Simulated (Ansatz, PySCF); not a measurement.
Potential energy curve for HF, singlet.

Levels of theory: RKS-LDA (SVWN5)/6-31G* = restricted LDA (SVWN5)/6-31G*, spherical d in PySCF; UMP2/6-31G* = unrestricted MP2 (frozen core)/6-31G*, spherical d in PySCF; UKS-PBE0 = unrestricted PBE0/cc-pVDZ (Ansatz, a first-principles code); RMP2 = MP2 on RHF/cc-pVDZ, frozen core (Ansatz); UCCSDT = CCSDT on UHF/cc-pVDZ, frozen core run with Ansatz.

Energies are in kcal/mol, each relative to the lowest point of its own curve near equilibrium.

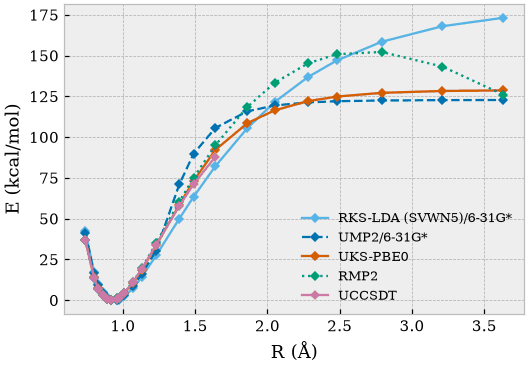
Energy against bond length for each method.

| R / Å | RKS-LDA (SVWN5)/6-31G* | UMP2/6-31G* | UKS-PBE0 | RMP2 | UCCSDT |
|---|---|---|---|---|---|
| 0.74 | 42.3 | 41.3 | 37.0 | 36.8 | 36.8 |
| 0.80 | 17.5 | 16.7 | 14.0 | 13.8 | 13.8 |
| 0.83 | 9.9 | 9.3 | 7.4 | 7.1 | 7.1 |
| 0.86 | 4.8 | 4.3 | 3.1 | 2.9 | 2.9 |
| 0.89 | 1.6 | 1.3 | 0.8 | 0.7 | 0.7 |
| 0.92 | 0.1 | 0.0 | 0.0 | 0.0 | 0.0 |
| 0.96 | 0.0 | 0.2 | 0.9 | 1.0 | 1.0 |
| 0.97 | 0.3 | 0.6 | 1.4 | 1.6 | 1.5 |
| 1.01 | 2.3 | 2.9 | 4.3 | 4.7 | 4.6 |
| 1.07 | 7.4 | 8.6 | 10.6 | 11.3 | 11.1 |
| 1.13 | 14.2 | 16.0 | 18.5 | 19.6 | 19.1 |
| 1.23 | 27.5 | 30.4 | 33.5 | 35.0 | 34.0 |
| 1.39 | 50.0 | 71.0 | 58.4 | 60.3 | 57.8 |
| 1.49 | 63.5 | 89.9 | 73.3 | 75.2 | 71.2 |
| 1.64 | 82.2 | 105.6 | 92.2 | 95.0 | 88.0 |
| 1.86 | 105.4 | 115.8 | 108.5 | 118.4 | — |
| 2.05 | 121.5 | 119.4 | 116.4 | 133.3 | — |
| 2.28 | 136.8 | 121.3 | 122.0 | 145.2 | — |
| 2.48 | 147.0 | 122.0 | 124.8 | 150.8 | — |
| 2.79 | 158.4 | 122.4 | 127.1 | 152.2 | — |
| 3.21 | 168.0 | 122.6 | 128.3 | 143.2 | — |
| 3.63 | 173.1 | 122.7 | 128.6 | 126.1 | — |

At the longest distance, 3.63 Å, RKS-LDA (SVWN5)/6-31G* lies highest above its minimum (173.1 kcal/mol) and UMP2/6-31G* lowest (122.7 kcal/mol).

The RMP2 curve passes through a maximum at 2.79 Å and then falls by 26.1 kcal/mol up to the last usable point.

A dash means that the run gave no value there, or that the column was ended at a point which the program doubted or which failed a test of continuity chosen for this set; such a test can also cut sound points.

The restricted form behind RKS-LDA (SVWN5)/6-31G*, RMP2 keeps the bonding electrons paired and can't separate into open-shell fragments. The unrestricted determinant behind UMP2/6-31G*, UCCSDT is spin-contaminated at 1.39 to 3.63 Å (<S²> up to 1.0, against 0.00 for a pure singlet). The unrestricted determinant behind UKS-PBE0 is spin-contaminated at 1.64 to 3.63 Å (<S²> up to 1.0, against 0.00 for a pure singlet). The T1 diagnostic of CCSD on the restricted reference of RMP2 exceeds 0.045 at 1.86 to 3.63 Å.
